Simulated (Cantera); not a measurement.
Input: 1 mol Si3N4, 0.017 mol CO2, 43 mol H2, equilibrated at 12.8 Torr.

These are equilibrium values from Cantera (NASA tables, ideal gas, pure condensed phases), not measurements of a reactor. Candidate condensed phases: C, C6H6, C7H8, C8H18, H2O, Si, SiC, SiO2, Si2N2O, Si3N4; 151 gas species. Mutual solubility and eutectic melting of coexisting phases are not modelled. The tables' values for SiN are old estimates; treat these amounts as uncertain. Gases not in the tables: Si2H6 and higher silanes. Equilibrium is a limit: real reactors are often held back by kinetics, nucleation or transport.

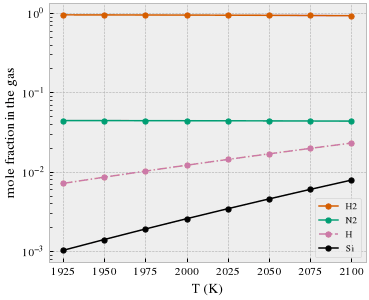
*Equilibrium gas composition (values under 1e-9 drawn at 1e-9)*

From 1925 K to 1975 K the condensed part is Si(l) + SiC(s). From 2000 K to 2100 K the condensed part is Si(l). The main Si-bearing gas is Si throughout. The share of Si in condensed phases is highest at 1925 K (97.1 %) and lowest at 2100 K (85.0 %).
